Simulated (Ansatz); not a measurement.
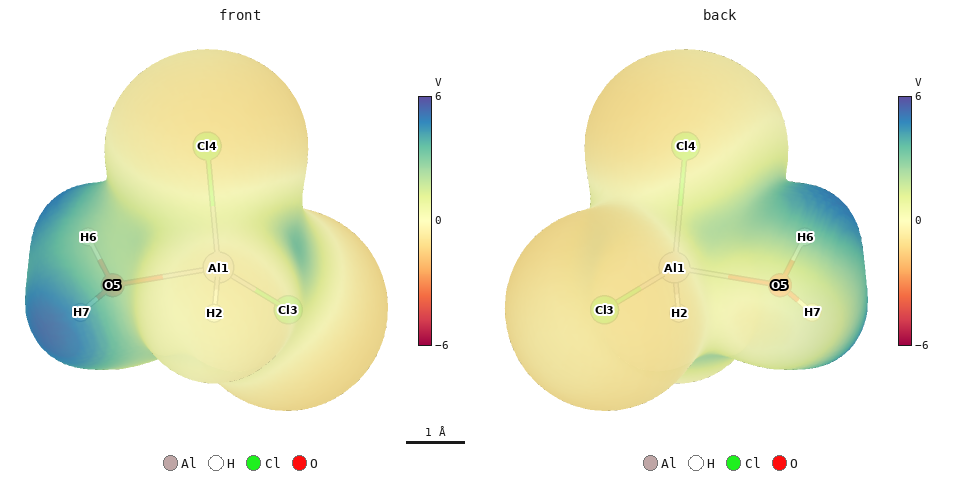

The picture shows: AlCl2H3O. The molecular electrostatic potential painted on the density surface at 0.004 e/bohr³, seen from the front and from behind; the colour scale runs from red (negative) to blue (positive).

These are results of Ansatz, RKS PBE0/6-31G*, not measurements.

The calculation's input:

```
crystal:
  periodic: [false, false, false]
  atoms:
    - { symbol: Al, position_ang: [0.093584, 0.31073, -0.164192] }
    - { symbol: H, position_ang: [0.049147, 0.132275, 1.391585] }
    - { symbol: Cl, position_ang: [1.877163, 0.762006, -1.154511] }
    - { symbol: Cl, position_ang: [-1.703896, 0.334584, -1.243543] }
    - { symbol: O, position_ang: [0.095185, -2.456588, 0.889841] }
    - { symbol: H, position_ang: [-0.776448, -2.875747, 0.906495] }
    - { symbol: H, position_ang: [0.036566, -1.732359, 1.558324] }
basis:
  gaussian: { orbitals: "6-31G*" }
hamiltonian:
  xc: pbe0
relax:
  f_tol: 0.03
  max_steps: 50
output:
  orbitals: {}
```

Run with:

```sh
ansatz run input.yaml --threads 1 --pin off --max-ram 2048MiB --backend cpu --events-out ev --progress --plain --runs-dir out
```

The fields are those of the run's last geometry, not of the input's.

Q: Describe the electrostatic potential map.

A: The most negative region (about −1.1 V) lies over Cl3, the most positive (about +5.2 V) over H7.
